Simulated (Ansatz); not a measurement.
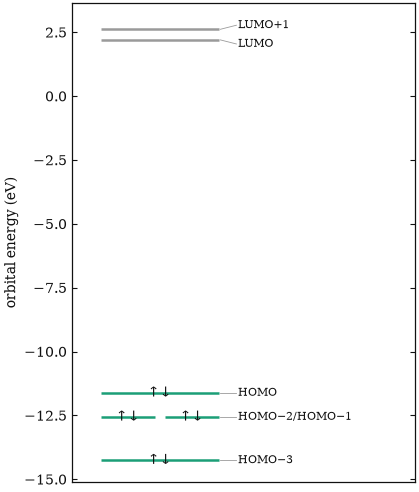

Kohn-Sham orbital energies near the frontier, ωB97M-V/def2-TZVPP in the Ansatz code, at a PBE0-D4/def2-TZVP geometry (a minimum by its frequencies), isolated molecule; empty levels in grey, levels within 0.03 eV side by side.

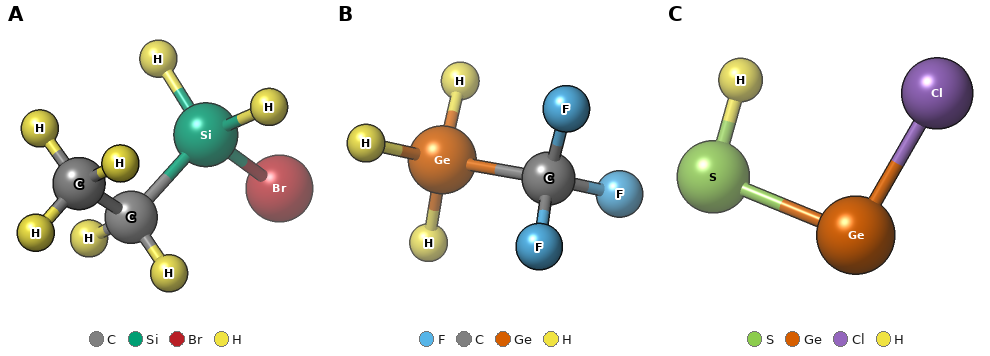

Which molecule has this level scheme? Choose among the lettered structures.

Structure B, CH₃F₃Ge, SMILES F[C](F)(F)[GeH3], singlet. HOMO −11.62 eV, LUMO 2.20 eV, separation 13.82 eV.

Caveats: no scalar relativity up to krypton; empty levels above zero depend strongly on the basis.
